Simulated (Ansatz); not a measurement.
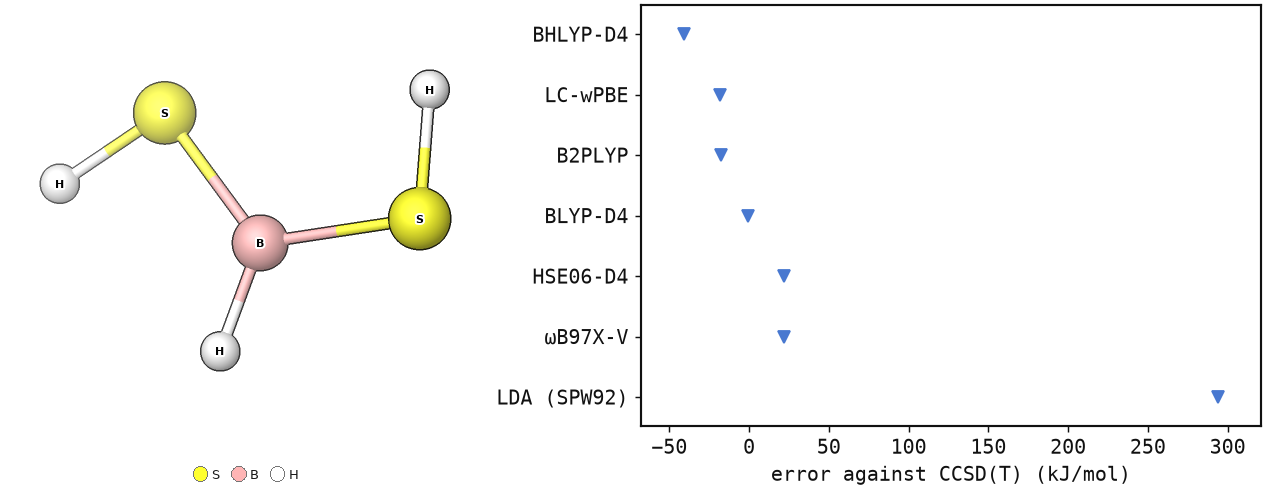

Error in the electronic atomisation energy (method less reference, so positive means overbinding) of BH₃S₂, SMILES SBS: functionals in def2-TZVPP against frozen-core CCSD(T) at the limit (MP2 extrapolated from triple and quadruple zeta, plus CCSD(T) less MP2 in a smaller set), which gives 1933.9 kJ/mol, at a PBE0-D4/def2-TZVP geometry (a minimum by its frequencies), no zero-point or spin-orbit term, the Ansatz code 0.2.0. The reference leaves out core correlation, a term that grows with the number of heavy atoms. B2PLYP holds a correlation term that converges slowly with the basis, so part of the distance to the limit is basis error. No dispersion term is added to LC-wPBE and B2PLYP.

Question: Which of these levels overbind, and which underbind?

Answer: Overbind: HSE06-D4, ωB97X-V and LDA (SPW92). Underbind: BHLYP-D4, LC-wPBE and B2PLYP. Within 15 kJ/mol of zero, too close to call in view of what the reference leaves out: BLYP-D4.

Question: What range do the values span?

Answer: From −40.9 kJ/mol (BHLYP-D4) to 293.9 kJ/mol (LDA (SPW92)).
